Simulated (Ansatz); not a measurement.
# C₄H₇AlO: one species, many methods

Aim: compute C₄H₇AlO with functionals from several rungs and with coupled cluster, and see how far each lands from CCSD(T) at the basis-set limit for the atomisation energy.

The runs use Ansatz 0.2.0, Gaussian basis; functionals in def2-TZVPP, the program's frozen cores in correlated methods.

Plan: PBE-D4, r2SCAN-D4, PBE0-D4, B3LYP-D4, ωB97X-V, ωB97M-V, B2PLYP; CCSD(T)/def2-TZVPP; MP2/def2-QZVPP; extrapolation to the limit.

## (1) The geometry

The geometry comes from an earlier relaxation with PBE0-D4 in a triple-zeta def2 set; it is a stationary point, not always the lowest conformer.

13 atoms, charge 0, spin multiplicity 1.

Atoms are counted from 1 here; the program's logs count them from 0.

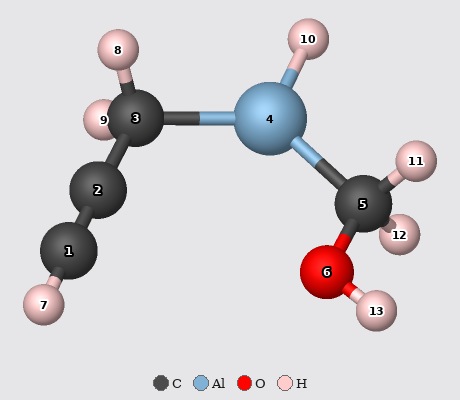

The structure; carbon dark grey, aluminium light blue, oxygen red, hydrogen pink; atoms are numbered from 1 in the order of the file.

## (2) PBE-D4 (GGA)

File in.yaml:

```yaml
crystal:
  periodic: [false, false, false]
  atoms:
    - {symbol: C, position_ang: [-1.581456, -1.959400, 1.191430]}
    - {symbol: C, position_ang: [-0.513246, -1.808531, 0.661397]}
    - {symbol: C, position_ang: [0.759447, -1.592281, 0.022065]}
    - {symbol: Al, position_ang: [1.160320, 0.243589, -0.577228]}
    - {symbol: C, position_ang: [0.042941, 1.858599, -0.449318]}
    - {symbol: O, position_ang: [-1.230139, 1.631818, 0.131213]}
    - {symbol: H, position_ang: [-2.529125, -2.081971, 1.658068]}
    - {symbol: H, position_ang: [0.864184, -2.235709, -0.862089]}
    - {symbol: H, position_ang: [1.583004, -1.885434, 0.687206]}
    - {symbol: H, position_ang: [2.588054, 0.445238, -1.255695]}
    - {symbol: H, position_ang: [-0.038713, 2.276517, -1.468293]}
    - {symbol: H, position_ang: [0.624320, 2.609070, 0.115339]}
    - {symbol: H, position_ang: [-1.709092, 2.463796, 0.160906]}
basis:
  gaussian: {orbitals: def2-TZVPP}
hamiltonian: {xc: pbe, dispersion: d4}
output: {forces: true, orbitals: {seedname: orbitals}}
```

The run is started by

```console
> ansatz run in.yaml --threads 4 --pin off --events-out ev --progress --plain --max-ram 10444MiB
```

Further steps of the session: r2SCAN-D4 (meta-GGA); PBE0-D4 (hybrid); B3LYP-D4 (hybrid); ωB97X-V (range-separated); ωB97M-V (range-separated); B2PLYP (double hybrid); CCSD(T) in def2-TZVPP; MP2 in def2-QZVPP.

Before running them: what should the planned runs give, taken together? Wanted: atomisation energy, CCSD(T)/CBS; farthest; mean size of error, hybrid; mean size of error, range-separated; gap, smallest and largest; T1 diagnostic; triples share of the correlation energy.

As calculated:

| quantity | value |
| --- | --- |
| atomisation energy, CCSD(T)/CBS | 51.919 eV |
| functionals within 0.260 eV (0.5 %) | r2SCAN-D4, PBE0-D4, B3LYP-D4, ωB97X-V, ωB97M-V |
| farthest | PBE-D4 (+1.279 eV) |
| mean size of error, hybrid | 0.121 eV |
| mean size of error, range-separated | 0.080 eV |
| gap, smallest and largest | 3.67 eV (PBE-D4), 9.80 eV (ωB97X-V) |
| T1 diagnostic | 0.0113 |
| triples share of the correlation energy | 4.1 % |

In words: PBE-D4 misses by +1.279 eV. Double hybrids carry the basis error of their MP2 part in triple zeta, and no dispersion term here, so their miss is partly the set-up's. The reference freezes the cores and leaves out relativity and excitations past (T), so misses under about 0.260 eV can't be ranked. Hartree-Fock recovers 72 % of the binding; the rest is correlation. The gap grows from 3.7 to 9.8 eV across the functionals, mostly with the share of exact exchange.
